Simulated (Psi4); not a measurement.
**One shape, several levels: doublet CH3BFN−**

We compute a comparison of 3 runs (U-wB97M-V/def2-SVPD, U-wB97X/def2-SVPD, UB2PLYP/def2-SVPD) of doublet CH3BFN−. 

Program for the calculation: Psi4 1.11.

### 1 The system as given

The species is CH3BFN− (7 atoms), meant as a doublet with charge -1. As SMILES of the parent species, `[H]/N=C(\B)F`. The shape is that of a PBE0-D4/def2-TZVP optimisation. That shape belongs to the parent species and isn't relaxed for this state.

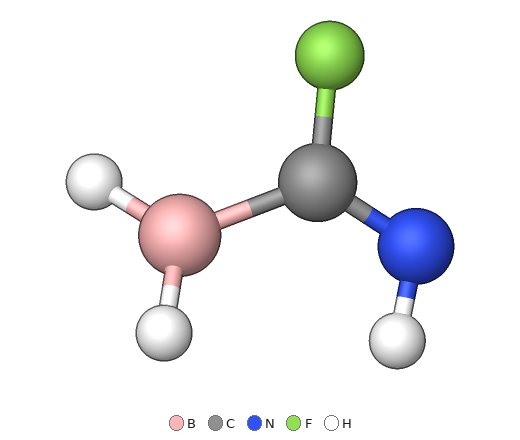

Viewed from a chosen angle; boron pink, carbon grey, nitrogen blue, fluorine green, hydrogen white.

### 2 A single-point energy at U-wB97M-V/def2-SVPD (run 1)

File calc.dat:

```
memory 1600 mb

molecule {
  -1 2
  B     -0.350500     0.865300    -0.251700
  C      0.571400    -0.355700     0.056300
  N      0.197700    -1.487600     0.452000
  F      1.864300    -0.223700    -0.274300
  H     -0.170600     1.508700    -1.237600
  H     -1.272000     1.080800     0.473100
  H     -0.779100    -1.455800     0.736500
  symmetry c1
  no_reorient
  no_com
}

set reference uks
set puream true
set e_convergence 1e-09
set d_convergence 1e-08
set scf_type pk
set dft_radial_points 99
set dft_spherical_points 590
set maxiter 200

e_tot, wfn = energy("wb97m-v/def2-SVPD", return_wfn=True)
```

The run is started by

```
$ psi4 -n 1 calc.dat calc.out
```

calc.out:

```text
[...]
  Running in c1 symmetry.
[...]
  Nuclear repulsion =  102.238370836204865
[...]
  Multiplicity = 2
[...]
  Nalpha       = 16
  Nbeta        = 15
[...]
    Number of basis functions: 107
[...]
   @UKS iter   1:  -218.91198945951291   -5.93159e-01   5.49351e-03 DIIS/ADIIS
[...]
   @UKS iter  16:  -219.10444738975974   -4.00746e-12   5.38847e-09 DIIS
[...]
   @S^2 Observed:                7.557863470E-01
[...]
    Orbital Energies [Eh]
    ---------------------
    Alpha Occupied:
       1A    -24.734589     2A    -14.297502     3A    -10.246848
       4A     -6.660139     5A     -1.151858     6A     -0.820581
       7A     -0.540939     8A     -0.463466     9A     -0.407897
      10A     -0.395716    11A     -0.339362    12A     -0.277743
      13A     -0.241856    14A     -0.212938    15A     -0.178651
      16A     -0.022022
    Alpha Virtual:
      17A      0.196256    18A      0.245416    19A      0.285014
      20A      0.291685    21A      0.303872    22A      0.313596
      23A      0.325712    24A      0.337320    25A      0.351289
[...]
  @UKS Final Energy:  -219.10444738975974
   => Energetics <=
    Nuclear Repulsion Energy =            102.2383708362048651
    One-Electron Energy =                -508.3389749357950222
    Two-Electron Energy =                 206.8715375205636064
    DFT Exchange-Correlation Energy =     -19.9992767210605962
    Empirical Dispersion Energy =           0.0000000000000000
    VV10 Nonlocal Energy =                  0.1238959103274093
    Total Energy =                       -219.1044473897597413
[...]
 Multipole Moments:
 ------------------------------------------------------------------------------------
     Multipole            Electronic (a.u.)      Nuclear  (a.u.)        Total (a.u.)
 ------------------------------------------------------------------------------------
 L = 1.  Multiply by 2.5417464519 to convert [e a0] to [Debye]
 Dipole X            :        -33.9298694           33.2909272           -0.6389422
 Dipole Y            :         17.1271043          -17.1974526           -0.0703484
 Dipole Z            :          0.6593777           -0.4788566            0.1805211
 Magnitude           :                                                    0.6676705
[...]
```

Run time: 3.2 min. Hardware: 1 thread of Intel Xeon 6975P-C (Granite Rapids), shared host; peak memory 0.75 GiB.

### 3 Energy and gradient at U-wB97X/def2-SVPD (run 2)

File run.py:

```python
import psi4

psi4.set_memory(1600000000)
psi4.set_num_threads(1)
psi4.set_output_file('psi4.out', False)

geom = psi4.geometry("""
-1 2
B     -0.350500     0.865300    -0.251700
C      0.571400    -0.355700     0.056300
N      0.197700    -1.487600     0.452000
F      1.864300    -0.223700    -0.274300
H     -0.170600     1.508700    -1.237600
H     -1.272000     1.080800     0.473100
H     -0.779100    -1.455800     0.736500
symmetry c1
""")

psi4.set_options({
    'reference': 'uks',
    'puream': True,
    'e_convergence': 1e-09,
    'd_convergence': 1e-08,
    'scf_type': 'pk',
    'dft_radial_points': 99,
    'dft_spherical_points': 590,
    'maxiter': 200,
})

energy_value, wavefunction = psi4.gradient("wb97x/def2-SVPD", return_wfn=True)
psi4.oeprop(wavefunction, "LOWDIN_CHARGES", "MAYER_INDICES", "WIBERG_LOWDIN_INDICES", title="WB97X")
print('gradient / Eh bohr^-1')
print(energy_value.np.round(6))
print(f'energy = {wavefunction.energy():.10f} Eh')
for k, v in sorted(psi4.core.scalar_variables().items()):
    print(f'{k:45s} {v:18.10f}')
```

The run is started by

```
$ python run.py
```

psi4.out:

```text
[...]
  Running in c1 symmetry.
[...]
  Nuclear repulsion =  102.238370836204879
[...]
  Multiplicity = 2
[...]
  Nalpha       = 16
  Nbeta        = 15
[...]
    Number of basis functions: 107
[...]
   @UKS iter   1:  -218.94197761640430   -6.26736e-01   5.48569e-03 DIIS/ADIIS
[...]
   @UKS iter  16:  -219.12899261013220   -6.65068e-12   6.47818e-09 DIIS
[...]
   @S^2 Observed:                7.589703371E-01
[...]
  @UKS Final Energy:  -219.12899261013220
   => Energetics <=
    Nuclear Repulsion Energy =            102.2383708362048793
    One-Electron Energy =                -508.4950464657984526
    Two-Electron Energy =                 206.8622667989247930
    DFT Exchange-Correlation Energy =     -19.7345837794634029
    Empirical Dispersion Energy =           0.0000000000000000
    VV10 Nonlocal Energy =                  0.0000000000000000
    Total Energy =                       -219.1289926101322010
[...]
 Multipole Moments:
 ------------------------------------------------------------------------------------
     Multipole            Electronic (a.u.)      Nuclear  (a.u.)        Total (a.u.)
 ------------------------------------------------------------------------------------
 L = 1.  Multiply by 2.5417464519 to convert [e a0] to [Debye]
 Dipole X            :          4.7303941           -4.1097801            0.6206139
 Dipole Y            :         -1.3982110            0.7417037           -0.6565073
 Dipole Z            :         -0.3324891            0.4867777            0.1542886
 Magnitude           :                                                    0.9164979
[...]
  -Total Gradient:
     Atom            X                  Y                   Z
    ------   -----------------  -----------------  -----------------
       1       -0.014749288476     0.005775495140    -0.005469136626
       2        0.043405078288    -0.045040582304     0.014401268120
       3       -0.006664324074     0.045508147636    -0.027551930540
       4       -0.029592598605     0.007432602821     0.008900484305
       5       -0.004740442002    -0.011222332733     0.009317174816
       6        0.014007772896     0.000255509271    -0.006325680787
       7       -0.001711544362    -0.002697370632     0.006729412212
[...]
```

The script printed:

```text
Memory set to   1.490 GiB by Python driver.
  Threads set to 1 by Python driver.
gradient / Eh bohr^-1
[[-0.014749  0.005775 -0.005469]
 [ 0.043405 -0.045041  0.014401]
 [-0.006664  0.045508 -0.027552]
 [-0.029593  0.007433  0.0089  ]
 [-0.00474  -0.011222  0.009317]
 [ 0.014008  0.000256 -0.006326]
 [-0.001712 -0.002697  0.006729]]
energy = -219.1289926101 Eh
CURRENT ENERGY                                   -219.1289926101
CURRENT REFERENCE ENERGY                         -219.1289926101
DD SOLVATION ENERGY                                 0.0000000000
DFT FUNCTIONAL TOTAL ENERGY                      -219.1289926101
DFT TOTAL ENERGY                                 -219.1289926101
DFT VV10 ENERGY                                     0.0000000000
DFT XC ENERGY                                     -19.7345837795
GRID ELECTRONS ALPHA                               16.0000001801
GRID ELECTRONS BETA                                14.9999999100
GRID ELECTRONS TOTAL                               31.0000000901
NUCLEAR REPULSION ENERGY                          102.2383708362
ONE-ELECTRON ENERGY                              -508.4950464658
PCM POLARIZATION ENERGY                             0.0000000000
PE ENERGY                                           0.0000000000
SCF ITERATION ENERGY                             -219.1289926101
SCF ITERATIONS                                     16.0000000000
SCF TOTAL ENERGY                                 -219.1289926101
TWO-ELECTRON ENERGY                               206.8622667989
XC GRID RADIAL POINTS                              99.0000000000
XC GRID SPHERICAL POINTS                          590.0000000000
XC GRID TOTAL POINTS                           393302.0000000000
```

Wall time 50 s (1 thread of Intel Xeon 6975P-C (Granite Rapids), shared host); peak memory 0.74 GiB.

### 4 A single-point energy at UB2PLYP/def2-SVPD (run 3)

File calc.inp:

```
memory 1600 MB

molecule {
  -1 2
  B     -0.350500     0.865300    -0.251700
  C      0.571400    -0.355700     0.056300
  N      0.197700    -1.487600     0.452000
  F      1.864300    -0.223700    -0.274300
  H     -0.170600     1.508700    -1.237600
  H     -1.272000     1.080800     0.473100
  H     -0.779100    -1.455800     0.736500
  symmetry c1
  no_reorient
  no_com
}

set {
  basis def2-SVPD
  reference uks
  puream true
  e_convergence 1e-09
  d_convergence 1e-08
  scf_type pk
  dft_radial_points 99
  dft_spherical_points 590
  num_frozen_docc 4
  maxiter 200
}

E, wfn = energy('b2plyp', return_wfn=True)
```

The run is started by

```
$ psi4 -n 1 calc.inp calc.out
```

calc.out:

```text
[...]
  Running in c1 symmetry.
[...]
  Nuclear repulsion =  102.238370836204865
[...]
  Multiplicity = 2
[...]
  Nalpha       = 16
  Nbeta        = 15
[...]
    Number of basis functions: 107
[...]
   @UKS iter   1:  -218.59040863821195   -5.25186e-01   5.49549e-03 DIIS/ADIIS
[...]
   @UKS iter  17:  -218.78771894678081   -2.18847e-12   3.37543e-09 DIIS
[...]
   @S^2 Observed:                7.641692657E-01
[...]
    Orbital Energies [Eh]
    ---------------------
    Alpha Occupied:
       1A    -25.181450     2A    -14.627835     3A    -10.517277
       4A     -6.856432     5A     -1.183589     6A     -0.826585
       7A     -0.522431     8A     -0.441370     9A     -0.382779
      10A     -0.372716    11A     -0.316921    12A     -0.244667
      13A     -0.203943    14A     -0.174664    15A     -0.142635
      16A      0.018522
    Alpha Virtual:
      17A      0.189004    18A      0.236641    19A      0.269074
      20A      0.270491    21A      0.292137    22A      0.299947
      23A      0.310721    24A      0.320373    25A      0.337388
[...]
  @UKS Final Energy:  -218.78771894678081
   => Energetics <=
    Nuclear Repulsion Energy =            102.2383708362048651
    One-Electron Energy =                -508.5014274188994250
    Two-Electron Energy =                 200.9504090798634479
    DFT Exchange-Correlation Energy =     -13.4750714439497017
    Empirical Dispersion Energy =           0.0000000000000000
    VV10 Nonlocal Energy =                  0.0000000000000000
    Total Energy =                       -218.7877189467808137
[...]
 Multipole Moments:
 ------------------------------------------------------------------------------------
     Multipole            Electronic (a.u.)      Nuclear  (a.u.)        Total (a.u.)
 ------------------------------------------------------------------------------------
 L = 1.  Multiply by 2.5417464519 to convert [e a0] to [Debye]
 Dipole X            :        -33.9391481           33.2909272           -0.6482209
 Dipole Y            :         17.1023266          -17.1974526           -0.0951260
 Dipole Z            :          0.6717325           -0.4788566            0.1928759
 Magnitude           :                                                    0.6829644
[...]
```

Wall time 35 s (1 thread of Intel Xeon 6975P-C (Granite Rapids), shared host); peak memory 0.62 GiB.

### 5 All runs side by side

```tsv
run	level	task	properties	energy (Eh)	HOMO energy (eV)	LUMO energy (eV)	⟨S²⟩	wall time
1	U-wB97M-V/def2-SVPD	energy	–	-219.104447	-0.60	5.23	0.756	3.2 min
2	U-wB97X/def2-SVPD	gradient	(lowdin, mayer, wiberg)	-219.128993	-0.83	6.07	0.759	50 s
3	UB2PLYP/def2-SVPD	energy	–	-218.985714	0.50	5.14	0.764	35 s
```

### 6 What came out

| quantity | value |
| --- | --- |
| run 3: total energy | -218.98571 Eh |
| run 3: HOMO energy (SCF part's orbitals) (highest over α and β) | 0.50 eV |
| run 3: LUMO energy (SCF part's orbitals) (lowest over α and β) | 5.14 eV |
| run 3: ⟨S²⟩ | 0.764 |

In words: Totals of different functionals can't be ranked against each other. In run 3 the HOMO lies above zero, so the outermost electron may be held by the basis alone. All runs together took 4.6 min, the longest 3.2 min.
